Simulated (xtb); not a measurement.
# Si2H2SF3: geometry relaxation (part 2 of 4)

Continued. System: Si2H2SF3, multiplicity 2. Method: GFN1-xTB (xtb 6.7.1). The geometry comes from this level: GFN2-xTB.

Geometry of the input (Å):
```
F  0.9765  -1.1674  1.2600
Si 1.1323  -0.7523  -0.2637
F  0.4294  -1.9526  -1.0239
F  2.6726  -0.8654  -0.5840
S  0.3433  1.1248  -0.7122
Si -1.6587  0.8571  0.1248
H  -1.5332  0.7288  1.5693
H  -2.3622  2.0270  -0.3703
```

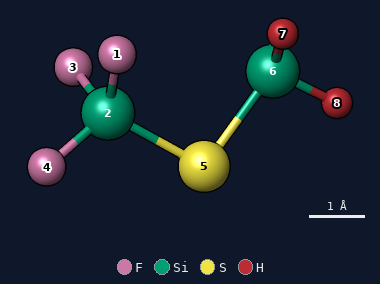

Figure 1. The input geometry (ball-and-stick view, seen at a tilt; atoms are numbered from 1 in the order of the input).

Log, continued:
```
 iter      E             dE          RMSdq      gap      omega  full diag
   1    -24.2216972 -0.242217E+02  0.282E-02    3.33       0.0  T
   2    -24.2217032 -0.593480E-05  0.111E-02    3.33       3.2  T
   3    -24.2217039 -0.667805E-06  0.942E-03    3.33       3.8  T
   4    -24.2217048 -0.996132E-06  0.309E-03    3.33      11.4  T
   5    -24.2217048  0.313881E-08  0.754E-04    3.33      46.9  T
   6    -24.2217049 -0.945437E-08  0.162E-04    3.33     218.4  T
   7    -24.2217049 -0.982467E-10  0.881E-06    3.33    4011.4  T
     SCC iter.                  ...        0 min,  0.004 sec
     gradient                   ...        0 min,  0.009 sec
 * total energy  :   -24.1415008 Eh     change       -0.2950700E-03 Eh
   gradient norm :     0.0086026 Eh/α   predicted    -0.2084188E-03 ( -29.37%)
   displ. norm   :     0.3328642 α      lambda       -0.3540175E-03
   maximum displ.:     0.2759110 α      in ANC's #1, #3, #2, ...

........................................................................
.............................. CYCLE    8 ..............................
........................................................................

 iter      E             dE          RMSdq      gap      omega  full diag
   1    -24.2224613 -0.242225E+02  0.308E-02    3.26       0.0  T
   2    -24.2224640 -0.269357E-05  0.120E-02    3.26       2.9  T
   3    -24.2224639  0.444765E-07  0.653E-03    3.26       5.4  T
   4    -24.2224641 -0.142617E-06  0.191E-03    3.26      18.5  T
   5    -24.2224641 -0.168641E-07  0.851E-04    3.26      41.5  T
   6    -24.2224641 -0.988624E-08  0.364E-04    3.26      97.1  T
   7    -24.2224641 -0.337870E-09  0.345E-05    3.26    1023.9  T
   8    -24.2224641 -0.266809E-11  0.531E-06    3.26    6658.0  T
     SCC iter.                  ...        0 min,  0.004 sec
     gradient                   ...        0 min,  0.009 sec
 * total energy  :   -24.1417504 Eh     change       -0.2495957E-03 Eh
   gradient norm :     0.0077980 Eh/α   predicted    -0.1966250E-03 ( -21.22%)
   displ. norm   :     0.1995984 α      lambda       -0.2178663E-03
   maximum displ.:     0.1673131 α      in ANC's #1, #3, #4, ...

........................................................................
.............................. CYCLE    9 ..............................
........................................................................

 iter      E             dE          RMSdq      gap      omega  full diag
   1    -24.2242107 -0.242242E+02  0.216E-02    3.22       0.0  T
   2    -24.2242123 -0.160439E-05  0.115E-02    3.22       3.1  T
   3    -24.2242122  0.153355E-06  0.802E-03    3.22       4.4  T
   4    -24.2242128 -0.645162E-06  0.250E-03    3.22      14.1  T
   5    -24.2242129 -0.314283E-07  0.374E-04    3.22      94.6  T
   6    -24.2242129 -0.275872E-09  0.168E-04    3.22     210.5  T
   7    -24.2242129 -0.119805E-09  0.375E-05    3.22     943.3  T
     SCC iter.                  ...        0 min,  0.004 sec
     gradient                   ...        0 min,  0.009 sec
 * total energy  :   -24.1418939 Eh     change       -0.1434741E-03 Eh
   gradient norm :     0.0038073 Eh/α   predicted    -0.1132749E-03 ( -21.05%)
   displ. norm   :     0.1210769 α      lambda       -0.7147808E-04
   maximum displ.:     0.0948938 α      in ANC's #1, #4, #3, ...

........................................................................
.............................. CYCLE   10 ..............................
........................................................................

 iter      E             dE          RMSdq      gap      omega  full diag
   1    -24.2245367 -0.242245E+02  0.149E-02    3.22       0.0  T
   2    -24.2245374 -0.702764E-06  0.916E-03    3.22       3.9  T
   3    -24.2245376 -0.188253E-06  0.517E-03    3.22       6.8  T
   4    -24.2245378 -0.233790E-06  0.117E-03    3.22      30.2  T
   5    -24.2245379 -0.168474E-07  0.376E-04    3.22      94.0  T
   6    -24.2245379 -0.894008E-09  0.139E-04    3.22     254.3  T
   7    -24.2245379 -0.474287E-11  0.275E-05    3.22    1286.8  T
     SCC iter.                  ...        0 min,  0.004 sec
     gradient                   ...        0 min,  0.009 sec
 * total energy  :   -24.1419360 Eh     change       -0.4209039E-04 Eh
   gradient norm :     0.0028250 Eh/α   predicted    -0.3626138E-04 ( -13.85%)
   displ. norm   :     0.0234515 α      lambda       -0.2023829E-04
   maximum displ.:     0.0127155 α      in ANC's #2, #6, #5, ...

........................................................................
.............................. CYCLE   11 ..............................
........................................................................

 iter      E             dE          RMSdq      gap      omega  full diag
   1    -24.2253679 -0.242254E+02  0.114E-02    3.23       0.0  T
   2    -24.2253683 -0.410588E-06  0.558E-03    3.23       6.3  T
   3    -24.2253682  0.816697E-07  0.379E-03    3.23       9.3  T
   4    -24.2253684 -0.171563E-06  0.101E-03    3.23      35.2  T
   5    -24.2253684 -0.687369E-08  0.303E-04    3.23     116.6  T
   6    -24.2253684 -0.240661E-10  0.103E-04    3.23     343.8  T
   7    -24.2253684 -0.581188E-10  0.176E-05    3.23    2011.9  T
     SCC iter.                  ...        0 min,  0.004 sec
     gradient                   ...        0 min,  0.009 sec
 * total energy  :   -24.1419458 Eh     change       -0.9759177E-05 Eh
   gradient norm :     0.0018263 Eh/α   predicted    -0.1012659E-04 (   3.76%)
   displ. norm   :     0.0381433 α      lambda       -0.8946683E-05
   maximum displ.:     0.0310872 α      in ANC's #1, #4, #6, ...

........................................................................
.............................. CYCLE   12 ..............................
........................................................................

 iter      E             dE          RMSdq      gap      omega  full diag
   1    -24.2250684 -0.242251E+02  0.915E-03    3.22       0.0  T
   2    -24.2250689 -0.586904E-06  0.342E-03    3.22      10.3  T
   3    -24.2250691 -0.117250E-06  0.193E-03    3.22      18.3  T
   4    -24.2250691 -0.223078E-07  0.794E-04    3.22      44.5  T
   5    -24.2250691 -0.291556E-08  0.325E-04    3.22     108.9  T
   6    -24.2250691 -0.103425E-08  0.756E-05    3.22     467.9  T
   7    -24.2250691 -0.147793E-11  0.364E-06    3.22    9700.0  T
     SCC iter.                  ...        0 min,  0.004 sec
     gradient                   ...        0 min,  0.009 sec
 * total energy  :   -24.1419529 Eh     change       -0.7142081E-05 Eh
   gradient norm :     0.0015097 Eh/α   predicted    -0.4474683E-05 ( -37.35%)
   displ. norm   :     0.0277652 α      lambda       -0.5965071E-05
   maximum displ.:     0.0199417 α      in ANC's #3, #1, #9, ...

........................................................................
.............................. CYCLE   13 ..............................
........................................................................

 iter      E             dE          RMSdq      gap      omega  full diag
   1    -24.2251695 -0.242252E+02  0.329E-03    3.23       0.0  T
   2    -24.2251697 -0.152327E-06  0.175E-03    3.23      20.2  T
   3    -24.2251697 -0.109584E-07  0.852E-04    3.23      41.5  T
   4    -24.2251697 -0.120175E-08  0.543E-04    3.23      65.1  T
   5    -24.2251697 -0.213301E-08  0.210E-04    3.23     168.7  T
   6    -24.2251697 -0.432763E-09  0.400E-05    3.23     883.0  T
   7    -24.2251697 -0.451905E-11  0.142E-05    3.23    2492.1  T
     SCC iter.                  ...        0 min,  0.004 sec
     gradient                   ...        0 min,  0.009 sec
 * total energy  :   -24.1419581 Eh     change       -0.5176134E-05 Eh
   gradient norm :     0.0009476 Eh/α   predicted    -0.2983365E-05 ( -42.36%)
   displ. norm   :     0.0199387 α      lambda       -0.2655223E-05
   maximum displ.:     0.0180010 α      in ANC's #3, #2, #1, ...

........................................................................
.............................. CYCLE   14 ..............................
........................................................................

 iter      E             dE          RMSdq      gap      omega  full diag
   1    -24.2252134 -0.242252E+02  0.542E-03    3.23       0.0  T
   2    -24.2252137 -0.262910E-06  0.284E-03    3.23      12.5  T
   3    -24.2252137 -0.346184E-07  0.171E-03    3.23      20.7  T
   4    -24.2252138 -0.261403E-07  0.610E-04    3.23      58.0  T
   5    -24.2252138 -0.160192E-08  0.132E-04    3.23     268.1  T
   6    -24.2252138 -0.179039E-09  0.548E-05    3.23     644.7  T
     SCC iter.                  ...        0 min,  0.004 sec
     gradient                   ...        0 min,  0.009 sec
 * total energy  :   -24.1419603 Eh     change       -0.2169539E-05 Eh
   gradient norm :     0.0006308 Eh/α   predicted    -0.1327256E-05 ( -38.82%)
   displ. norm   :     0.0158554 α      lambda       -0.1192804E-05
   maximum displ.:     0.0103498 α      in ANC's #3, #1, #4, ...

........................................................................
.............................. CYCLE   15 ..............................
........................................................................

 iter      E             dE          RMSdq      gap      omega  full diag
   1    -24.2252064 -0.242252E+02  0.189E-03    3.22       0.0  T
   2    -24.2252065 -0.364341E-07  0.119E-03    3.22      29.7  T
   3    -24.2252065 -0.432971E-08  0.543E-04    3.22      65.1  T
   4    -24.2252065  0.397513E-09  0.272E-04    3.22     129.8  T
   5    -24.2252065 -0.746216E-09  0.998E-05    3.22     354.1  T
   6    -24.2252065 -0.127596E-09  0.232E-05    3.22    1525.8  T
     SCC iter.                  ...        0 min,  0.003 sec
     gradient                   ...        0 min,  0.008 sec
 * total energy  :   -24.1419616 Eh     change       -0.1335830E-05 Eh
   gradient norm :     0.0005087 Eh/α   predicted    -0.5963939E-06 ( -55.35%)
   displ. norm   :     0.0248193 α      lambda       -0.1685566E-05
   maximum displ.:     0.0210885 α      in ANC's #3, #1, #4, ...

........................................................................
.............................. CYCLE   16 ..............................
........................................................................

 iter      E             dE          RMSdq      gap      omega  full diag
   1    -24.2251745 -0.242252E+02  0.260E-03    3.22       0.0  T
   2    -24.2251745 -0.583025E-07  0.121E-03    3.22      29.1  T
   3    -24.2251745 -0.321502E-08  0.595E-04    3.22      59.4  T
   4    -24.2251745 -0.994184E-09  0.262E-04    3.22     135.1  T
   5    -24.2251745 -0.644135E-09  0.914E-05    3.22     386.7  T
   6    -24.2251745 -0.151648E-09  0.180E-05    3.22    1962.4  T
     SCC iter.                  ...        0 min,  0.003 sec
     gradient                   ...        0 min,  0.009 sec
 * total energy  :   -24.1419634 Eh     change       -0.1815928E-05 Eh
   gradient norm :     0.0008268 Eh/α   predicted    -0.8440718E-06 ( -53.52%)
   displ. norm   :     0.0397086 α      lambda       -0.2240017E-05
   maximum displ.:     0.0374086 α      in ANC's #3, #1, #15, ...

........................................................................
.............................. CYCLE   17 ..............................
........................................................................

 iter      E             dE          RMSdq      gap      omega  full diag
   1    -24.2250818 -0.242251E+02  0.245E-03    3.22       0.0  T
   2    -24.2250819 -0.856166E-07  0.106E-03    3.22      33.4  T
   3    -24.2250819 -0.846214E-09  0.607E-04    3.22      58.2  T
   4    -24.2250819 -0.235212E-08  0.349E-04    3.22     101.4  T
   5    -24.2250819 -0.109284E-08  0.706E-05    3.22     500.7  T
   6    -24.2250819 -0.260307E-10  0.300E-05    3.22    1180.1  T
     SCC iter.                  ...        0 min,  0.003 sec
     gradient                   ...        0 min,  0.009 sec
 * total energy  :   -24.1419658 Eh     change       -0.2359181E-05 Eh
   gradient norm :     0.0009722 Eh/α   predicted    -0.1122036E-05 ( -52.44%)
   displ. norm   :     0.0287495 α      lambda       -0.1658992E-05
   maximum displ.:     0.0280287 α      in ANC's #3, #5, #15, ...

........................................................................
.............................. CYCLE   18 ..............................
........................................................................

 iter      E             dE          RMSdq      gap      omega  full diag
   1    -24.2250836 -0.242251E+02  0.775E-04    3.22       0.0  T
   2    -24.2250837 -0.310713E-08  0.508E-04    3.22      69.6  T
   3    -24.2250837 -0.155087E-09  0.211E-04    3.22     167.2  T
   4    -24.2250837 -0.360600E-10  0.950E-05    3.22     372.3  T
   5    -24.2250837 -0.771294E-10  0.439E-05    3.22     805.3  T
     SCC iter.                  ...        0 min,  0.003 sec
     gradient                   ...        0 min,  0.009 sec
 * total energy  :   -24.1419679 Eh     change       -0.2166824E-05 Eh
   gradient norm :     0.0007472 Eh/α   predicted    -0.8288147E-06 ( -61.75%)
   displ. norm   :     0.0258298 α      lambda       -0.1771666E-05
   maximum displ.:     0.0249750 α      in ANC's #3, #5, #6, ...

........................................................................
.............................. CYCLE   19 ..............................
........................................................................

 iter      E             dE          RMSdq      gap      omega  full diag
   1    -24.2251116 -0.242251E+02  0.215E-03    3.22       0.0  T
   2    -24.2251116 -0.436465E-07  0.119E-03    3.22      29.6  T
   3    -24.2251116 -0.305065E-08  0.553E-04    3.22      63.9  T
   4    -24.2251116 -0.578130E-09  0.297E-04    3.22     119.2  T
   5    -24.2251116 -0.948482E-09  0.891E-05    3.22     396.8  T
   6    -24.2251116 -0.991314E-10  0.185E-05    3.22    1913.8  T
     SCC iter.                  ...        0 min,  0.003 sec
     gradient                   ...        0 min,  0.008 sec
 * total energy  :   -24.1419701 Eh     change       -0.2182468E-05 Eh
   gradient norm :     0.0002966 Eh/α   predicted    -0.8853298E-06 ( -59.43%)
   displ. norm   :     0.0303070 α      lambda       -0.1530016E-05
   maximum displ.:     0.0287692 α      in ANC's #3, #2, #5, ...

........................................................................
.............................. CYCLE   20 ..............................
........................................................................

 iter      E             dE          RMSdq      gap      omega  full diag
   1    -24.2251763 -0.242252E+02  0.179E-03    3.22       0.0  T
   2    -24.2251764 -0.284051E-07  0.786E-04    3.22      45.0  T
   3    -24.2251764 -0.239113E-08  0.361E-04    3.22      97.8  T
   4    -24.2251764 -0.272664E-09  0.152E-04    3.22     231.9  T
   5    -24.2251764 -0.121823E-09  0.745E-05    3.22     474.3  T
     SCC iter.                  ...        0 min,  0.003 sec
     gradient                   ...        0 min,  0.009 sec
 * total energy  :   -24.1419720 Eh     change       -0.1844794E-05 Eh
   gradient norm :     0.0001899 Eh/α   predicted    -0.7645814E-06 ( -58.55%)
   displ. norm   :     0.0386485 α      lambda       -0.1418560E-05
   maximum displ.:     0.0350706 α      in ANC's #3, #2, #1, ...
 * RMSD in coord.:     0.6441839 α      energy gain  -0.6601747E-02 Eh

generating ANC from exact Hessian ...
Using Lindh-Hessian (1995)
 Shifting diagonal of input Hessian by    1.0517254635923984E-002
 Lowest  eigenvalues of input Hessian
    0.010000    0.010204    0.000000    0.000000    0.000000    0.000000
    0.000000    0.000000    0.011273    0.014965    0.017886    0.030260
    0.034877    0.040127    0.115623    0.222882    0.224555    0.240724
 Highest eigenvalues
    0.347798    0.455010    0.542632    1.356517    2.011717    2.041374

........................................................................
.............................. CYCLE   21 ..............................
........................................................................
```
